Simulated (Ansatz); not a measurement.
**What Al → Cu does to Al**

Take Al in the fcc (Cu type) structure (space group Fm-3m, No. 225; a = 3.991 Å) as the base.

It is then changed as follows: Cu takes the place of Al on all its sites, then cell and atoms are relaxed.

Calculations: Ansatz (a quantum-chemistry and plane-wave program) r2SCAN, no spin-orbit coupling, earlier PAW set. Γ-centred 22×22×22 mesh, Fermi–Dirac width 0.05 eV, for the changed cell.

The volume per atom shrinks by 4.43 Å³, from 15.89 Å³ to 11.46 Å³ and the density grows by 6.39 g/cm³, from 2.82 g/cm³ to 9.21 g/cm³. The space group remains Fm-3m (No. 225) and the shortest interatomic distance decreases by 0.291 Å to 2.531 Å. The band gap remains zero.

Final structure:

```xyz
1
Lattice="0.0000 1.7895 1.7895 1.7895 0.0000 1.7895 1.7895 1.7895 0.0000" Properties=species:S:1:pos:R:3 pbc="T T T"
Cu     0.0000     0.0000     0.0000
```

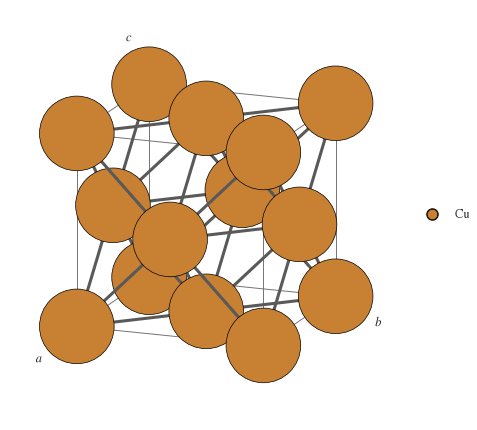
*The relaxed conventional cell after the change*

Whether these cells are dynamically stable was not tested. The final runs are not spin-polarised.
